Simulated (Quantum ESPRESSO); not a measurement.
**HfO2 (Fm-3m): zone-centre phonons**

Which modes does HfO2 (Fm-3m) have at the zone centre?

Main program and level: Quantum ESPRESSO 7.5; DFT LDA, scalar-relativistic, plane waves, PseudoDojo norm-conserving pseudopotentials.

## (1) The starting structure

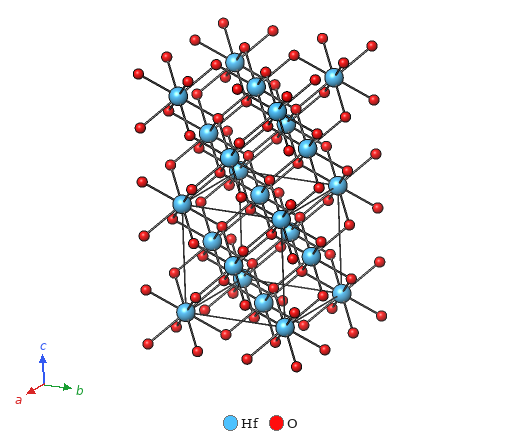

The starting structure, seen slightly off an axis (hafnium blue, oxygen red). 1×1×2 cells are drawn. This picture shows the conventional cell, with its axes. Some periodic images of atoms are drawn too.

## (2) A probe with smearing

A cheap run with smearing and empty bands tells whether the crystal has a gap, which decides between fixed occupations and smearing later on.

probe.in reads:

```
&CONTROL
  calculation = 'scf'
  prefix      = 'x'
  outdir      = './tmp'
  pseudo_dir  = './pseudo'
  tprnfor     = .true.
  tstress     = .true.
  verbosity   = 'high'
/
&SYSTEM
  ibrav       = 0
  nat         = 3
  ntyp        = 2
  ecutwfc     = 92.0
  occupations = 'smearing'
  smearing    = 'gaussian'
  degauss     = 0.01
/
&ELECTRONS
  conv_thr         = 1.0d-07
  mixing_beta      = 0.7
  electron_maxstep = 100
/
ATOMIC_SPECIES
 Hf    178.4900  Hf.upf
 O      15.9990  O.upf
CELL_PARAMETERS angstrom
    -2.557500000    0.000000000    2.557500000
     0.000000000    2.557500000    2.557500000
    -2.557500000    2.557500000    0.000000000
ATOMIC_POSITIONS crystal
 Hf     0.000000000   0.000000000   0.000000000
 O      0.750000000   0.750000000   0.750000000
 O      0.250000000   0.250000000   0.250000000
K_POINTS automatic
 6 6 6 0 0 0
```

Run with:

```console
> OMP_NUM_THREADS=1 mpirun -n 4 pw.x -nk 4 -in probe.in > probe.out
```

What it wrote:

```text
[banners, grids, parts of the stress and lines that vanish by symmetry left out]
Program PWSCF v.7.5
     Message from routine setup:
     using ibrav=0 with symmetry is DISCOURAGED, use correct ibrav instead
[...]
kinetic-energy cutoff     =      92.0000  Ry
     charge density cutoff     =     368.0000  Ry
     scf convergence threshold =      1.0E-07
[...]
Exchange-correlation= SLA  PW   NOGX NOGC
                           (   1   4   0   0   0   0   0)
[...]
48 Sym. Ops., with inversion, found
[...]
(     0          1          0      )
                  (     0          0          1      )
[...]
(  0.0000000  1.0000000  0.0000000 )
                  ( -0.0000000 -0.0000000  1.0000000 )
[...]
(     1          0         -1      )
                  (     0          0         -1      )
[...]
(     0          1         -1      )
                  (     0          1          0      )
[...]
( -1.0000000  0.0000000  0.0000000 )
                  (  0.0000000  1.0000000 -0.0000000 )
[...]
number of k points=    16  Gaussian smearing, width (Ry)=  0.0100
[...]
End of self-consistent calculation
[...]
the Fermi energy is    13.6936 ev
!    total energy              =    -179.40504946 Ry
[...]
convergence has been achieved in  11 iterations
[...]
atom    1 type  1   force =     0.00000000    0.00000000    0.00000000
     atom    2 type  2   force =     0.00000000    0.00000000    0.00000000
     atom    3 type  2   force =    -0.00000000   -0.00000000   -0.00000000
[...]
Total force =     0.000000     Total SCF correction =     0.000000
[...]
total   stress  (Ry/bohr**3)                   (kbar)     P=     -220.39
[...]
XML data file, charge density, pseudopotentials, collected wavefunctions

   JOB DONE.
```

Elapsed: 5.7 s, on 4 MPI ranks of Arm Neoverse V2, shared host.

This step gave:

```yaml
volume_per_atom: 11.15 Å³
pressure: -22.04 GPa
gap_on_the_k_mesh: 3.559 eV
```

A gap of 3.6 eV opens on this mesh, so the crystal is taken as an insulator; the start stands at -22 GPa.

## (3) Relaxing the cell and atoms

The relaxation runs at a cutoff a fifth above that of the response, since stress converges more slowly with the basis than frequencies do. Forces and stress are brought to rest with tight thresholds.

relax.in reads:

```
&CONTROL
  calculation   = 'vc-relax'
  prefix        = 'x'
  outdir        = './tmp'
  pseudo_dir    = './pseudo'
  tprnfor       = .true.
  tstress       = .true.
  forc_conv_thr = 2.0d-05
  etot_conv_thr = 1.0d-07
  nstep         = 40
/
&SYSTEM
  ibrav       = 0
  nat         = 3
  ntyp        = 2
  ecutwfc     = 110
  occupations = 'fixed'
  nbnd        = 14
/
&ELECTRONS
  conv_thr         = 1.0d-11
  mixing_beta      = 0.7
  electron_maxstep = 100
/
&IONS
/
&CELL
  press_conv_thr = 0.2
/
ATOMIC_SPECIES
 Hf    178.4900  Hf.upf
 O      15.9990  O.upf
CELL_PARAMETERS angstrom
    -2.557500000    0.000000000    2.557500000
     0.000000000    2.557500000    2.557500000
    -2.557500000    2.557500000    0.000000000
ATOMIC_POSITIONS crystal
 Hf     0.000000000   0.000000000   0.000000000
 O      0.750000000   0.750000000   0.750000000
 O      0.250000000   0.250000000   0.250000000
K_POINTS automatic
 8 8 8 0 0 0
```

Run with:

```console
> OMP_NUM_THREADS=1 mpirun -n 4 pw.x -nk 4 -in relax.in > relax.out
```

What it wrote:

```text
[banners, grids, parts of the stress and lines that vanish by symmetry left out]
[banner, memory and clock lines left out]
Program PWSCF v.7.5

[...]
kinetic-energy cutoff     =     110.0000  Ry
     charge density cutoff     =     440.0000  Ry
     scf convergence threshold =      1.0E-11
[...]
energy convergence thresh.=      1.0E-07
     force convergence thresh. =      2.0E-05
     press convergence thresh. =      2.0E-01
     Exchange-correlation= SLA  PW   NOGX NOGC
                           (   1   4   0   0   0   0   0)
[...]
48 Sym. Ops., with inversion, found
[...]
number of k points=    29
[...]
End of self-consistent calculation
[...]
highest occupied, lowest unoccupied level (ev):    11.5133   15.0736
!    total energy              =    -179.40507603 Ry
[...]
convergence has been achieved in  22 iterations
[...]
atom    1 type  1   force =     0.00000000    0.00000000    0.00000000
     atom    2 type  2   force =     0.00000000   -0.00000000   -0.00000000
     atom    3 type  2   force =    -0.00000000   -0.00000000    0.00000000
     Total force =     0.000000     Total SCF correction =     0.000000
[...]
total   stress  (Ry/bohr**3)                   (kbar)     P=     -220.16
[...]
number of bfgs steps    =   0
[...]
CELL_PARAMETERS (angstrom)
[...]
ATOMIC_POSITIONS (crystal)
Hf               0.0000000000        0.0000000000        0.0000000000
O                0.7500000000        0.7500000000        0.7500000000
O                0.2500000000        0.2500000000        0.2500000000
[...]
New effective cutoffs (rho, wfc):  474.27  118.71
[...]
End of self-consistent calculation
[...]
highest occupied, lowest unoccupied level (ev):    13.4634   17.3201
!    total energy              =    -179.41992450 Ry
[...]
convergence has been achieved in  10 iterations
[...]
atom    1 type  1   force =     0.00000000    0.00000000    0.00000000
     atom    2 type  2   force =     0.00000000   -0.00000000   -0.00000000
     atom    3 type  2   force =    -0.00000000    0.00000000    0.00000000
     Total force =     0.000000     Total SCF correction =     0.000000
[...]
total   stress  (Ry/bohr**3)                   (kbar)     P=       71.11
[...]
number of bfgs steps    =   1
[...]
CELL_PARAMETERS (angstrom)
[...]
ATOMIC_POSITIONS (crystal)
Hf               0.0000000000        0.0000000000        0.0000000000
[...]
New effective cutoffs (rho, wfc):  465.89  116.61
[...]
End of self-consistent calculation
[...]
highest occupied, lowest unoccupied level (ev):    12.9894   16.7772
!    total energy              =    -179.42101348 Ry
[...]
convergence has been achieved in  10 iterations
[...]
atom    1 type  1   force =    -0.00000000    0.00000000    0.00000000
     atom    2 type  2   force =     0.00000000   -0.00000000   -0.00000000
     atom    3 type  2   force =    -0.00000000    0.00000000   -0.00000000
     Total force =     0.000000     Total SCF correction =     0.000000
[...]
total   stress  (Ry/bohr**3)                   (kbar)     P=      -10.51
[...]
number of bfgs steps    =   2
[...]
CELL_PARAMETERS (angstrom)
[...]
ATOMIC_POSITIONS (crystal)
[...]
New effective cutoffs (rho, wfc):  466.97  116.88
[...]
End of self-consistent calculation
[...]
highest occupied, lowest unoccupied level (ev):    13.0505   16.8473
!    total energy              =    -179.42104021 Ry
[...]
convergence has been achieved in   8 iterations
[...]
atom    1 type  1   force =     0.00000000    0.00000000   -0.00000000
     atom    2 type  2   force =     0.00000000    0.00000000    0.00000000
     atom    3 type  2   force =     0.00000000    0.00000000   -0.00000000
     Total force =     0.000000     Total SCF correction =     0.000000
[...]
total   stress  (Ry/bohr**3)                   (kbar)     P=       -0.39
[...]
number of bfgs steps    =   3
[...]
CELL_PARAMETERS (angstrom)
[...]
ATOMIC_POSITIONS (crystal)
[...]
New effective cutoffs (rho, wfc):  467.02  116.89
[...]
End of self-consistent calculation
[...]
highest occupied, lowest unoccupied level (ev):    13.0529   16.8500
!    total energy              =    -179.42104024 Ry
[...]
convergence has been achieved in   6 iterations
[...]
atom    1 type  1   force =    -0.00000000    0.00000000   -0.00000000
     atom    2 type  2   force =     0.00000000   -0.00000000    0.00000000
     atom    3 type  2   force =    -0.00000000   -0.00000000    0.00000000
     Total force =     0.000000     Total SCF correction =     0.000000
[...]
total   stress  (Ry/bohr**3)                   (kbar)     P=        0.00
[...]
bfgs converged in   5 scf cycles and   4 bfgs steps
[...]
End of BFGS Geometry Optimization
     Final enthalpy           =    -179.4210402441 Ry
     File ./tmp/x.bfgs deleted, as requested
[...]
CELL_PARAMETERS (angstrom)
[...]
ATOMIC_POSITIONS (crystal)
[...]
O                0.7500000000        0.7500000000        0.7500000000
O                0.2500000000        0.2500000000        0.2500000000
[...]
Final scf calculation at the relaxed structure.
[...]
kinetic-energy cutoff     =     110.0000  Ry
     charge density cutoff     =     440.0000  Ry
     scf convergence threshold =      1.0E-13
[...]
press convergence thresh. =      2.0E-01
     Exchange-correlation= SLA  PW   NOGX NOGC
                           (   1   4   0   0   0   0   0)
[...]
48 Sym. Ops., with inversion, found
[...]
number of k points=    29
[...]
End of self-consistent calculation
[...]
highest occupied, lowest unoccupied level (ev):    13.0529   16.8500
!    total energy              =    -179.42103545 Ry
[...]
convergence has been achieved in  17 iterations
[...]
atom    1 type  1   force =     0.00000000    0.00000000    0.00000000
     atom    2 type  2   force =     0.00000000   -0.00000000    0.00000000
     atom    3 type  2   force =    -0.00000000   -0.00000000   -0.00000000
     Total force =     0.000000     Total SCF correction =     0.000000
[...]
total   stress  (Ry/bohr**3)                   (kbar)     P=        0.02
[...]
XML data file, charge density, pseudopotentials, collected wavefunctions
```

The job ended after 70 s (4 MPI ranks).

Relaxation path:

| step | energy less that of the first step (eV) | largest force (eV/Å) | pressure (GPa) | volume (Å³) |
| --- | --- | --- | --- | --- |
| 1 | 0.0000 | 0.0000 | -22.02 | 33.46 |
| 2 | -0.2020 | 0.0000 | 7.11 | 29.84 |
| 3 | -0.2168 | 0.0000 | -1.05 | 30.65 |
| 4 | -0.2172 | 0.0000 | -0.04 | 30.54 |
| 5 | -0.2172 | 0.0000 | 0.00 | 30.54 |
| 6 | -0.2171 | 0.0000 | 0.00 | 30.54 |

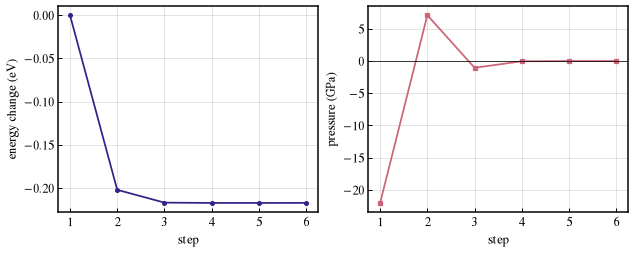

Energy and pressure along the relaxation.

| conventional cell, symmetrised | before | after | change |
| --- | --- | --- | --- |
| a (Å) | 5.115 | 4.962 | -3.0 % |
| b (Å) | 5.115 | 4.962 | -3.0 % |
| c (Å) | 5.115 | 4.962 | -3.0 % |
| volume (Å³/atom) | 11.15 | 10.18 | -8.7 % |

The relaxed structure:

```cif
data_structure
_symmetry_space_group_name_H-M 'P 1'
_symmetry_Int_Tables_number 1
_cell_length_a 3.5085
_cell_length_b 3.5085
_cell_length_c 3.5085
_cell_angle_alpha 60.000
_cell_angle_beta 60.000
_cell_angle_gamma 60.000
_cell_volume 30.54
loop_
_atom_site_label
_atom_site_type_symbol
_atom_site_fract_x
_atom_site_fract_y
_atom_site_fract_z
_atom_site_occupancy
Hf1 Hf 0.00000 0.00000 0.00000 1
O2 O 0.75000 0.75000 0.75000 1
O3 O 0.25000 0.25000 0.25000 1
```

The last row of the table of steps is pw.x's closing run on a basis chosen anew for the final cell, so its energy can jump.

Read from the output:

* volume per atom: 10.18 Å³
* pressure: 0.002 GPa
* gap on the k-mesh: 3.797 eV

The volume changes by -8.7 % from the cell with which this run began.

## (4) Self-consistent run for the response

Perturbation theory inherits every error of the wavefunctions, so the threshold is set near the limit of the arithmetic. With a gap, occupations are fixed, which also allows the response to an electric field.

scf.in reads:

```
&CONTROL
  calculation = 'scf'
  prefix      = 'x'
  outdir      = './tmp'
  pseudo_dir  = './pseudo'
  tprnfor     = .true.
  tstress     = .true.
/
&SYSTEM
  ibrav       = 0
  nat         = 3
  ntyp        = 2
  ecutwfc     = 92.0
  occupations = 'fixed'
  nbnd        = 14
/
&ELECTRONS
  conv_thr         = 1.0d-12
  mixing_beta      = 0.7
  electron_maxstep = 100
/
ATOMIC_SPECIES
 Hf    178.4900  Hf.upf
 O      15.9990  O.upf
CELL_PARAMETERS angstrom
    -2.480857449    0.000000000    2.480857449
     0.000000000    2.480857449    2.480857449
    -2.480857449    2.480857449    0.000000000
ATOMIC_POSITIONS crystal
 Hf     0.000000000   0.000000000   0.000000000
 O      0.750000000   0.750000000   0.750000000
 O      0.250000000   0.250000000   0.250000000
K_POINTS automatic
 8 8 8 0 0 0
```

Run with:

```console
> OMP_NUM_THREADS=1 mpirun -n 4 pw.x -nk 4 -in scf.in > scf.out
```

What it wrote:

```text
[banners, grids, parts of the stress and lines that vanish by symmetry left out]
[banner, memory and clock lines left out]
Program PWSCF v.7.5

[...]
kinetic-energy cutoff     =      92.0000  Ry
     charge density cutoff     =     368.0000  Ry
     scf convergence threshold =      1.0E-12
[...]
Exchange-correlation= SLA  PW   NOGX NOGC
                           (   1   4   0   0   0   0   0)
[...]
48 Sym. Ops., with inversion, found
[...]
number of k points=    29
[...]
End of self-consistent calculation
[...]
highest occupied, lowest unoccupied level (ev):    13.0529   16.8501
!    total energy              =    -179.42100938 Ry
[...]
convergence has been achieved in  20 iterations
[...]
atom    1 type  1   force =     0.00000000    0.00000000    0.00000000
     atom    2 type  2   force =     0.00000000   -0.00000000    0.00000000
     atom    3 type  2   force =    -0.00000000    0.00000000   -0.00000000
     Total force =     0.000000     Total SCF correction =     0.000000
[...]
total   stress  (Ry/bohr**3)                   (kbar)     P=       -0.02
[...]
XML data file, charge density, pseudopotentials, collected wavefunctions
```

Run time: 17 s. Hardware: 4 MPI ranks; 68 s of CPU time.

Read from the output:

| Property | Result |
| --- | --- |
| pressure | -0.002 GPa |

The cell stands at -0.002 GPa, close enough for phonons.

[end of part 1 of 2]

[Host names and launcher messages were left out of these logs when they were recorded.]

[Logs are printed without paths, hosts, clocks, repeated set-up lines and the standing remarks that a program may print on its own settings, such as how far it seeks lower states.]

[Hosts, paths, dates, database ids (printed as entryN), source tags and the programs' standing remarks are cut or masked in the printed files.]
